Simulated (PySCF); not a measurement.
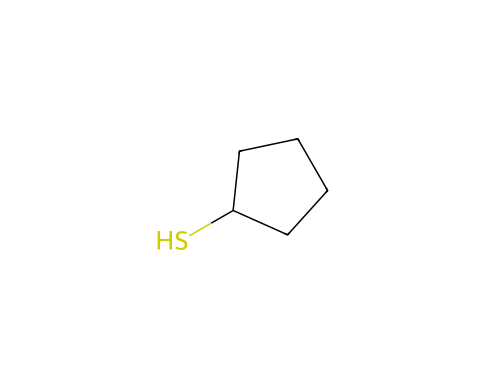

2D structure.

**Write the SMILES.**

SC1CCCC1

**What is the molecular formula?**

C5H10S.

**An optimisation with GFN2-xTB gave a structure of which point group?**

Cs.

The parts below concern this one geometry. Atoms keep their numbers from picture to picture. The geometry was computed by an optimisation with GFN2-xTB. No frequency run is at hand to confirm it as a minimum.

**Electronic properties**

No frequency run is at hand to confirm it as a minimum. Properties computed with PBE0/pcSseg-1, gas phase (PySCF 2.14.0).

**Give the HOMO energy (Kohn–Sham orbital) at this level.**

−6.67 eV.

**Estimate the dipole moment.**

1.97 D.

**Give the LUMO energy (Kohn–Sham orbital) at this level.**

0.66 eV.

**Bond orders**

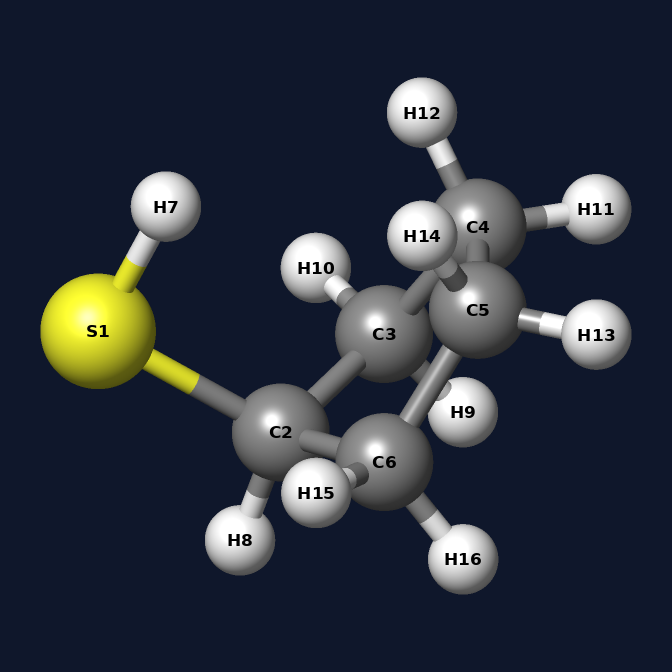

Every bond is drawn as one stick. No frequency run is at hand to confirm it as a minimum. Computed with PBE0/pcSseg-1 (PySCF 2.14.0).

List the Mayer bond orders of S1–C2, S1–H7, C2–C3, C2–H8, C4–C5, C3–C4, C4–H11, C4–H12, C3–H10, C3–H9 (one bond of each equivalent set).

```tsv
bond	Mayer order	length (Å)
S1–C2	1.02	1.835
S1–H7	0.93	1.329
C2–C3	0.98	1.524
C2–H8	0.95	1.090
C4–C5	1.02	1.542
C3–C4	1.03	1.534
C4–H11	0.96	1.089
C4–H12	0.96	1.091
C3–H10	0.95	1.089
C3–H9	0.94	1.092
```

**NMR shielding**

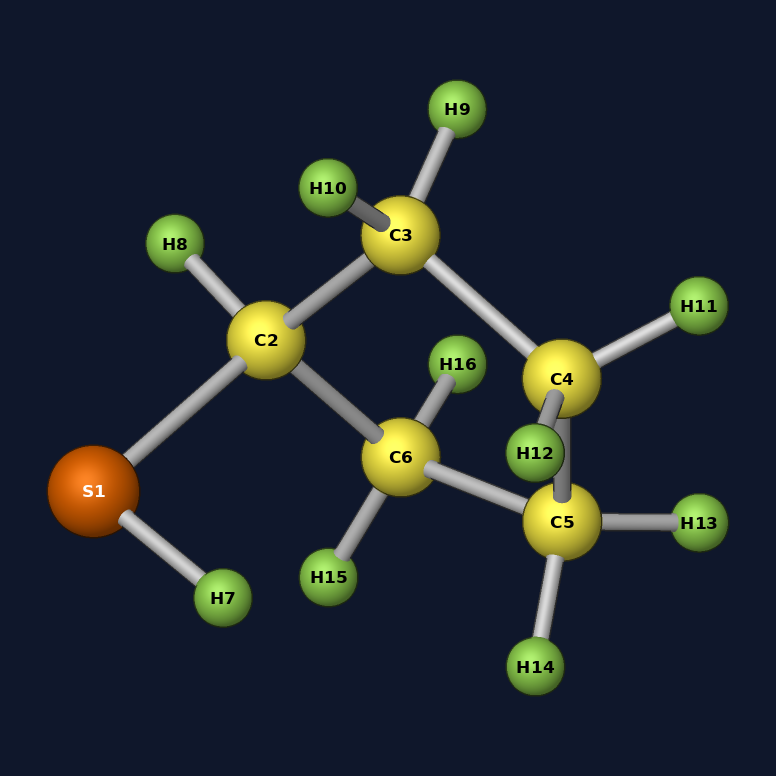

The questions are on isotropic NMR shieldings of the H atoms. No frequency run is at hand to confirm it as a minimum. Method: GIAO PBE0/pcSseg-1 NMR shielding, non-relativistic, gas phase (PySCF 2.14.0).

Give the isotropic NMR shieldings of the H atoms atom by atom.

```tsv
atom	σ (ppm)
H7	29.77
H8	28.74
H9	29.75
H10	29.78
H11	29.93
H12	29.78
H13	29.93
H14	29.78
H15	29.79
H16	29.75
```
